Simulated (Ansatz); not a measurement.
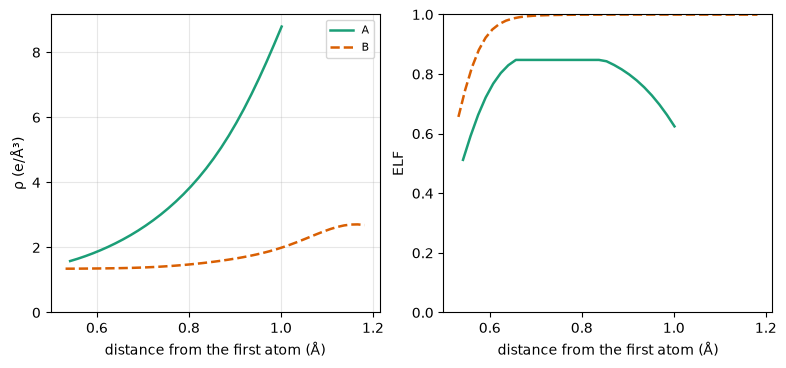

*BF2H. Electron density and electron localisation function along straight lines between neighbouring atoms. The curves leave out the atomic cores.*

The calculation used Ansatz, RKS PBE0/def2-mTZVP.

```xyz
4

B     0.2650    0.0000    0.1975
H     0.2452    0.0000    1.3792
F     1.4393    0.0000   -0.3909
F    -0.8259    0.0000   -0.5371
```

> Which curve belongs to which contact (B–F and B–H)? The first atom named is at distance zero.

Curve A: B–F (1.31 Å): the density is about 2.2 e/Å³ at the midpoint; the ELF peaks at about 0.85 between the atoms; a polar covalent bond. Curve B: B–H (1.18 Å): ρ is about 1.4 e/Å³ halfway; the ELF climbs to about 1 towards the hydrogen, as it does in any bond to H: an ordinary covalent bond to hydrogen.
